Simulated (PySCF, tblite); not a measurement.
# C5H7BO2: geometry, infrared bands and NMR shifts

What infrared bands and NMR shifts should C5H7BO2 (`CC1=CC/1=C\B(O)O`) show?

The runs use tblite 0.8.0 and PySCF 2.14.0, with density-fitted response routines of our own; the level of theory stands in each step. All values are computed, except where a source is named. Atoms count from 0, in the outputs and in this text.

### Step 1. Starting geometry

15 atoms, charge 0, multiplicity 1; geometry from: force field or distance geometry start.

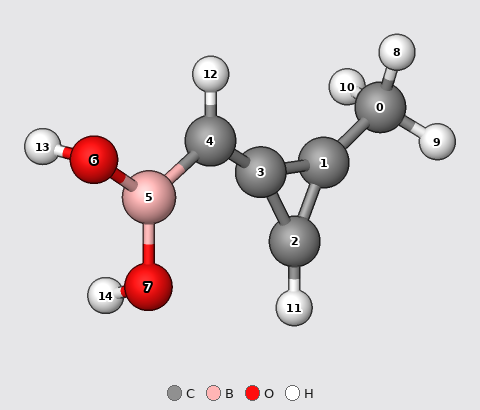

As it starts; carbon grey, boron pink, oxygen red, hydrogen white, atoms numbered.

### Step 2. Optimising the geometry with GFN2-xTB

The job: settings as JSON, then the geometry in Å.

```
{"job": {"kind": "relax", "xc": "GFN2-xTB", "basis": "xTB"}, "charge": 0, "multiplicity": 1}
C      2.983100     0.182900    -0.192700
C      1.580500    -0.323600    -0.082000
C      0.700400    -1.378100    -0.169100
C      0.206100    -0.076400     0.167700
C     -0.782600     0.739700     0.499600
B     -2.264200     0.235600     0.586600
O     -3.322000     1.175800     0.939400
O     -2.575600    -1.164300     0.351900
H      3.117700     1.039300     0.500500
H      3.687400    -0.620500     0.074200
H      3.153700     0.517200    -1.235900
H      0.491800    -2.420400    -0.378900
H     -0.568400     1.784500     0.695100
H     -3.638400     1.527800     0.073200
H     -2.773800    -1.211400    -0.621400
```

Launch:

```console
OMP_NUM_THREADS=1 python probes_run.py task.json out
```

One launch serves the whole session: the jobs run in the order shown.

**Question.** This job is followed by: GFN2-xTB harmonic vibrations, gas phase; GIAO PBE0/pcSseg-1 NMR shielding, non-relativistic, gas phase. What will the session give for the following? strongest single infrared mode (GFN2-xTB); zero-point energy (GFN2-xTB); 13C shifts against TMS (PBE0/pcSseg-1); 1H shifts against TMS (PBE0/pcSseg-1, means over atoms taken as alike); 11B shifts against BF3·OEt2 (PBE0/pcSseg-1); 17O shifts against H2O (PBE0/pcSseg-1, means over atoms taken as alike).

The runs gave:

| quantity | value |
| --- | --- |
| strongest single infrared mode (GFN2-xTB) | 1670 cm⁻¹, 395 km/mol |
| zero-point energy (GFN2-xTB) | 69.1 kcal/mol |
| 13C shifts against TMS (PBE0/pcSseg-1) | 155.5, 142.1, 140.1, 67.5, 13.9 ppm |
| 1H shifts against TMS (PBE0/pcSseg-1, means over atoms taken as alike) | 8.17, 4.19, 2.65, 2.45 ppm |
| 11B shifts against BF3·OEt2 (PBE0/pcSseg-1) | 26.1 ppm |
| 17O shifts against H2O (PBE0/pcSseg-1, means over atoms taken as alike) | 111.0 ppm |

**Reading.** Over 109 steps the energy fell by 1.255 eV; of the close pairs, B5–O6 changed most, 1.459 to 1.367 Å. All 39 modes are real, so the xTB geometry is a minimum. The strongest single mode, at 1670 cm⁻¹, is spread over several atoms, C1, C3, C4, C2 among them. GFN2-xTB is a fitted tight-binding method: band positions and strengths are rough. Its intensities can rank the bands wrongly.
